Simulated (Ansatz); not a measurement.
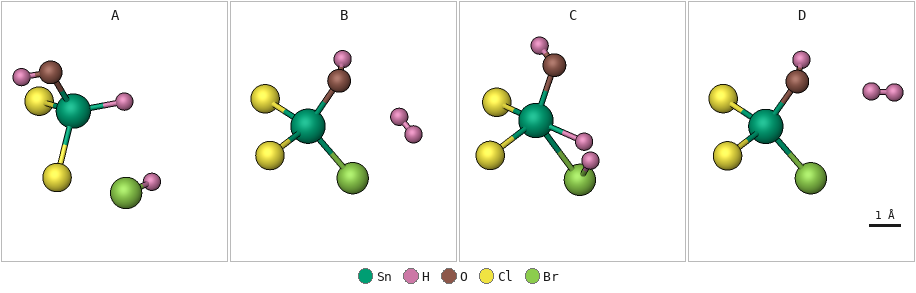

4 geometries from a converged minimum-energy path of SnH3OBrCl2, made up at the start of SnH2OCl2 and HBr, shuffled. Style: ball-and-stick. Shown from a free direction.

The calculation used RKS PBE-D4/def2-SVP (Ansatz 0.2.0). Set-up: 5 movable images; climbing image; force threshold 0.03 eV/Å; iteration limit 60; starting path through a guess of the saddle point.

Question: Which frame is the transition state?

Answer: C. In order along the path, whose images run from 0 to 6: A (image 0, 0.0 kJ/mol), C (image 3, +97.0 kJ/mol), B (image 5, −59.2 kJ/mol), D (image 6, −60.5 kJ/mol). Breaking: Br–H (1.44 → 4.27 Å), H–Sn (1.71 → 3.74 Å). Forming: H–H (4.03 → 0.77 Å), Br–Sn (3.72 → 2.49 Å).

Limits of the set-up: the start holds two separate molecules, 3.5 Å apart at their closest, whose relative position is a soft coordinate.

The run took 3.5 min on 4 threads of Intel(R) Xeon(R) Platinum 8259CL CPU @ 2.50GHz (Skylake/Cascade Lake), with other jobs on the host, peak memory 0.24 GiB.
